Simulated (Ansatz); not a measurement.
The figure comes from a scan of HgTe (zinc blende): one Te atom of a 2-atom cell moves by s along Cartesian [110], with its periodic images. Computed with PBE (plane waves to 420 eV, PAW, scalar-relativistic; Ansatz, a program for electronic structure). k mesh 10×10×10 (Γ-centred), Fermi-Dirac smearing 0.05 eV. E stands for the smeared free energy. With partly filled bands, energies and forces of such displacements shift with the k mesh and the smearing. At this level the bands of HgTe touch or barely overlap. HgTe was relaxed with its symmetry unable to fall. Spin-orbit coupling is left out, though Hg and Te are heavy. The relaxed volume of HgTe is well above the measured one; the method has no dispersion term. ΔE is measured from the undisplaced structure.

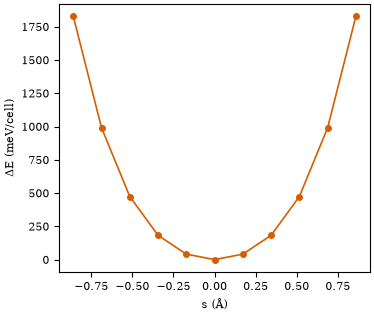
Figure. ΔE (meV/cell) against s (Å); one marker a computed point.

Turn the plot into a table (rounded to what can be read).

To the nearest 50:

| s (Å) | ΔE (meV/cell) |
|---|---|
| -0.860 | 1850 |
| -0.688 | 1000 |
| -0.516 | 450 |
| -0.344 | 200 |
| -0.172 | 50 |
| 0.000 | 0 |
| 0.172 | 50 |
| 0.344 | 200 |
| 0.516 | 450 |
| 0.688 | 1000 |
| 0.860 | 1850 |

(For displaced atoms, the force is minus the slope of the energy, and its curvature is a force constant, which sets phonon frequencies.)
